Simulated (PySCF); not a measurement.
Input

```
{"job": {"kind": "nmr", "xc": "PBE0", "basis": "pcSseg-1"}, "charge": 0, "multiplicity": 1}
C      3.619024    -0.244724     0.378492
N      2.228825     0.088472     0.437068
C      1.414103    -0.518762    -0.329343
B     -0.115787    -0.185048    -0.290062
O     -0.968671    -0.870633    -1.126457
B     -2.312400    -0.603336    -1.120828
O     -2.807132     0.341816    -0.262428
B     -1.966450     1.035355     0.573406
O     -0.627024     0.766429     0.553711
H      3.954982    -0.560374     1.380111
H      3.868985    -1.036789    -0.355627
H      4.196631     0.664249     0.141020
H      1.771114    -1.297279    -1.040511
H     -3.050832    -1.192324    -1.864627
H     -2.410578     1.872660     1.312638
```

Launched as:

```sh
OMP_NUM_THREADS=1 python probes_run.py task.json out
```

Geometry: PBE0-D3(BJ)/def2-SVP.

The calculation used PBE0/pcSseg-1, SCF density, gas phase, non-relativistic in PySCF.

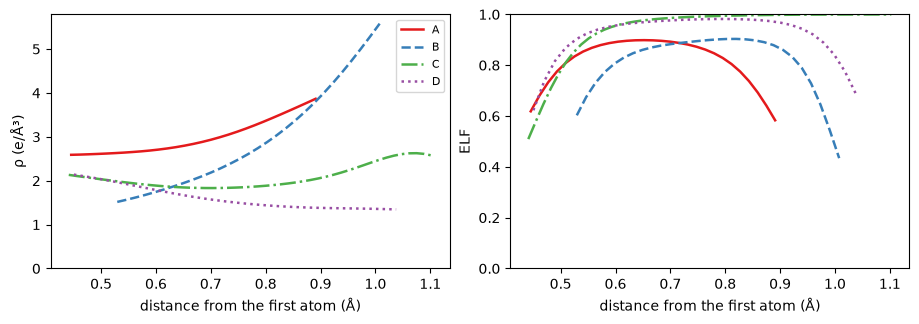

C$_{2}$H$_{6}$B$_{3}$NO$_{3}$. Electron density and electron localisation function along straight lines between neighbouring atoms. The curves leave out the atomic cores.

Which curve belongs to which contact (B–O, C–B, C–H and C–N)? The first atom named is at distance zero.

Answer. Curve A: C–N (1.27 Å): the density is about 2.8 e/Å³ at the midpoint; the ELF peaks at about 0.90 between the atoms: a covalent bond. Curve B: B–O (1.37 Å): ρ at the midpoint is about 2.1 e/Å³; the ELF peaks at about 0.90 between the atoms (a polar covalent bond). Curve C: C–H (1.10 Å): ρ at the midpoint is about 2 e/Å³; the ELF climbs to about 1 towards the hydrogen, as it does in any bond to H; an ordinary covalent bond to hydrogen. Curve D: C–B (1.57 Å): ρ at the midpoint is about 1.5 e/Å³; the ELF peaks at about 1 between the atoms: a covalent bond.
